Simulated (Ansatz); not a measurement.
# B4H10 (arachno-B4H10): what the fields show

```xyz
14

B     0.1683    0.9298    1.0774
B    -0.4933   -0.6978    0.5184
B    -0.4847   -0.3720   -1.2963
B     0.9710   -0.1443   -0.1880
H     0.6930    0.9254    2.1617
H    -0.4384   -1.7533    1.0822
H    -0.4501   -1.3536   -1.9937
H     1.9216   -0.8612   -0.0563
H    -1.0288    0.1943    1.2520
H     1.2383    1.0513    0.1584
H    -1.4586   -0.6627   -0.3108
H     0.8083    0.1942   -1.4044
H    -0.3896    1.9403    0.7128
H    -1.0570    0.6097   -1.7134
```

Geometry: PBE0-D4/def2-SVP.

The calculation used RKS PBE0-D4/def2-TZVP in Ansatz.

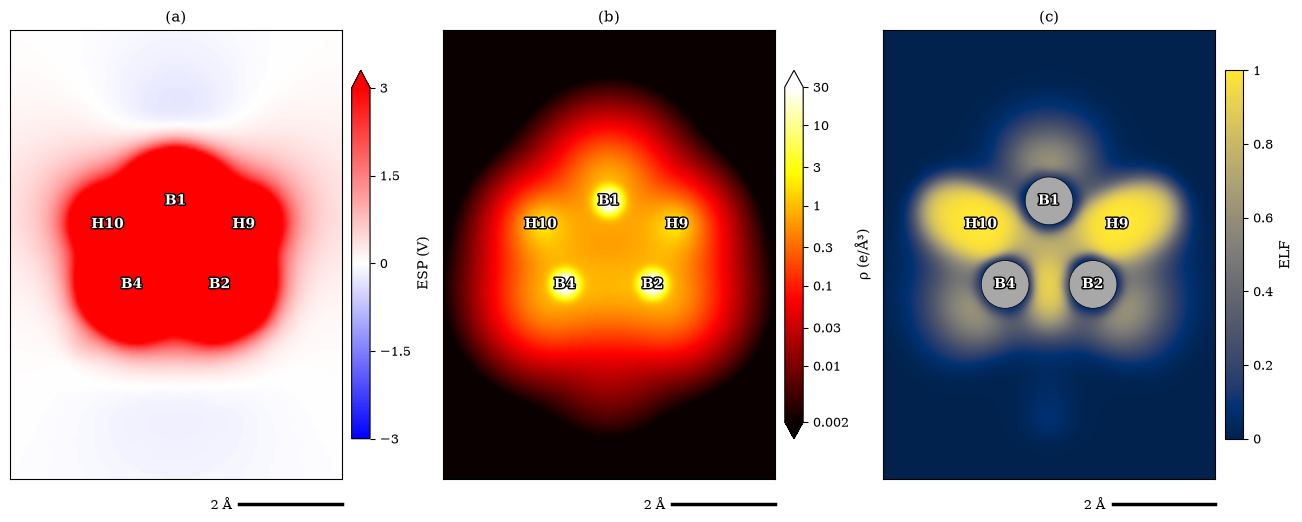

Figure 1. (a) electrostatic potential; (b) total electron density; (c) electron localisation function on the plane of atoms B1, B2 and B4. Grey discs cover the atomic cores in the ELF map.

**What does the map show?**

- The section cuts through B and H sites.
- B–B (1.72 Å): ρ is about 0.9 e/Å³ halfway; the ELF peaks at about 0.90 between the atoms (localised, covalent bonding).
- B–B (1.84 Å): the density is about 0.7 e/Å³ at the midpoint; the ELF peaks at about 0.75 between the atoms; a covalent bond.
- Outside the dense part of the molecule the potential is most negative (−0.3 V) near H13, which lies off the plane.

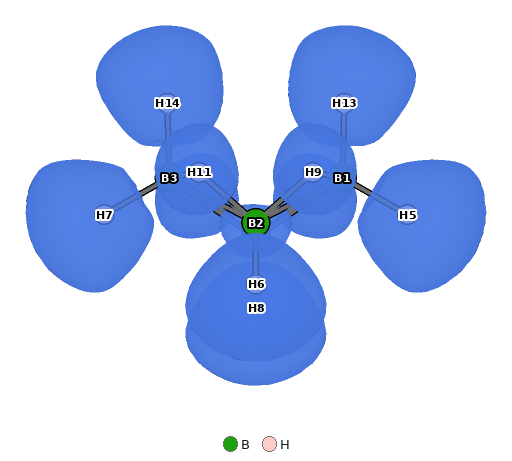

Figure 2. Isosurface of the electron localisation function at 0.8 (blue), seen from one side. Core shells and regions of very low density are left out.

**What do the ELF domains correspond to?**

The surface consists of one region between bonded B–B atoms (shared pairs) and ten regions around hydrogen nuclei. Profiles from the grid: B–H (1.20 Å): the ELF climbs to about 1 towards the hydrogen, as it does in any bond to H; an ordinary covalent bond to hydrogen.

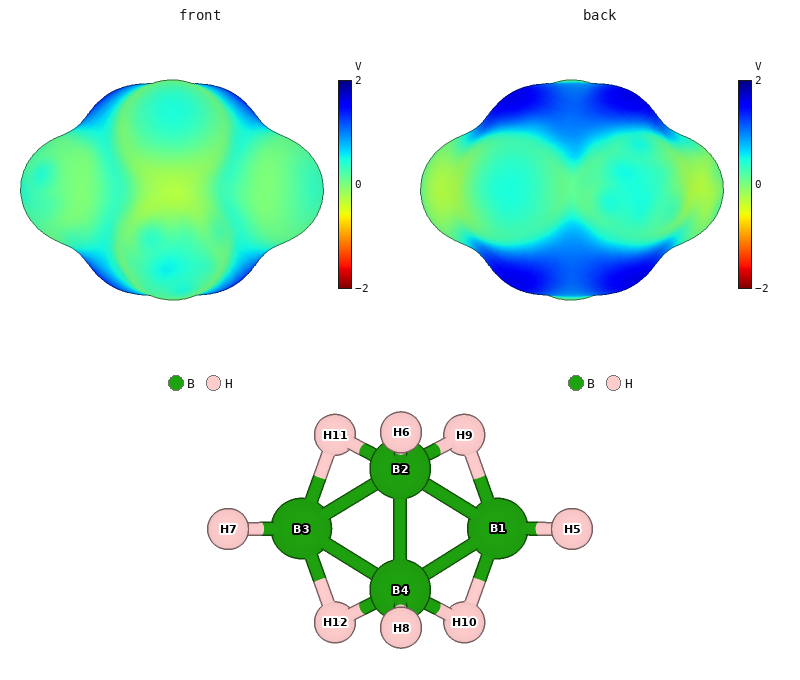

Figure 3. The molecular electrostatic potential painted on the density surface at 0.004 e/bohr³, seen from the front and from behind; red is negative and blue positive. The bare structure is drawn below in the same view.

**Where is the surface potential most negative and most positive?**

The most negative region (about −0.3 V) lies over H7, the most positive (about +1.6 V) over H9, H10, H11 and H12.
